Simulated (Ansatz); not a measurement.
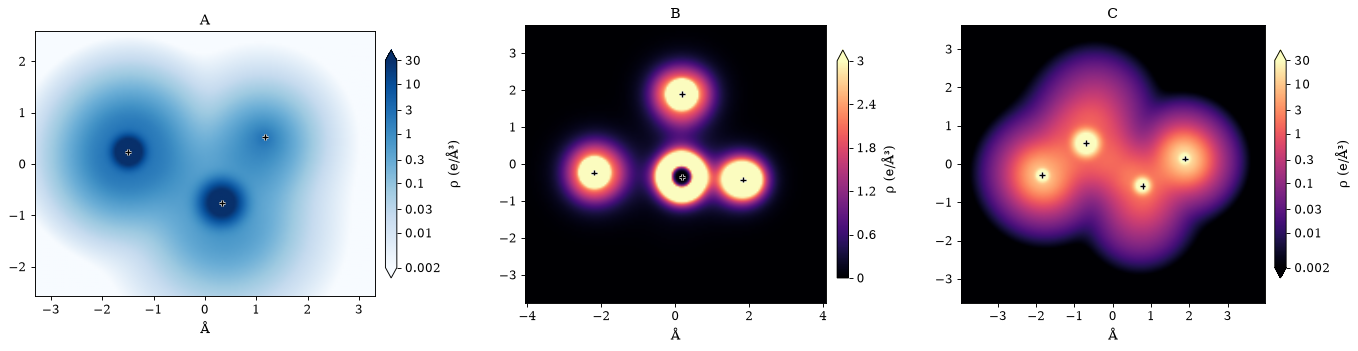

The electron density of 3 systems, each on a plane through atoms (crosses mark nuclei in the plane).

Computed with Ansatz 0.2.0, isolated molecule in a Gaussian basis; Hartree-Fock.

System 1: Cl₄MoO (SMILES O=[Mo](Cl)(Cl)(Cl)Cl), the plane of atoms Cl3, Mo2 and Cl5. Geometry: PBE0-D4/def2-TZVP; core potentials replace the inner electrons of Mo.

```
atom    x (Å)    y (Å)    z (Å)
   O  -0.6473  -1.5528   0.7399
  Mo  -0.0603  -0.1449   0.0688
  Cl   2.0650  -0.7546   0.3823
  Cl  -1.0479  -0.5412  -1.8943
  Cl   0.7753   1.8619  -0.8849
  Cl  -1.0848   1.1316   1.5882
```

System 2: CHF₃O₃S, the plane of atoms O1, S2 and C5. Geometry: PBE0-D4/def2-TZVP.

```yaml
atoms:
  - { symbol: O, position_ang: [1.4629, -0.5819, 0.9857] }
  - { symbol: S, position_ang: [0.2985, -0.7789, 0.1944] }
  - { symbol: O, position_ang: [0.1445, -1.8377, -0.7300] }
  - { symbol: O, position_ang: [-0.9727, -0.7780, 1.1281] }
  - { symbol: C, position_ang: [0.0031, 0.7967, -0.7252] }
  - { symbol: F, position_ang: [-0.0766, 1.8017, 0.1382] }
  - { symbol: F, position_ang: [1.0144, 1.0041, -1.5475] }
  - { symbol: F, position_ang: [-1.1209, 0.7238, -1.4123] }
  - { symbol: H, position_ang: [-0.7532, -0.3500, 1.9686] }
```

System 3: ClHSi (SMILES [SiH]Cl), the molecular plane. Geometry: PBE0-D4/def2-TZVP.

```xyz
3

Si   -0.5483    0.5710   -0.2339
Cl    1.2754    0.3528    0.7362
H    -0.7271   -0.9238   -0.5023
```

Question: Which map belongs to which system?

Answer: Panel A is system 3, ClHSi: the plane holds Si, Cl and H. Si–Cl (2.08 Å): ρ is about 0.83 e/Å³ halfway. Panel B is system 1, Cl₄MoO: the plane holds O, Mo and Cl. Mo–O (1.67 Å): ρ at the midpoint is about 2 e/Å³. Panel C is system 2, CHF₃O₃S: the plane holds O, S, C and F. C–F (1.32 Å): the density is about 2.6 e/Å³ at the midpoint.
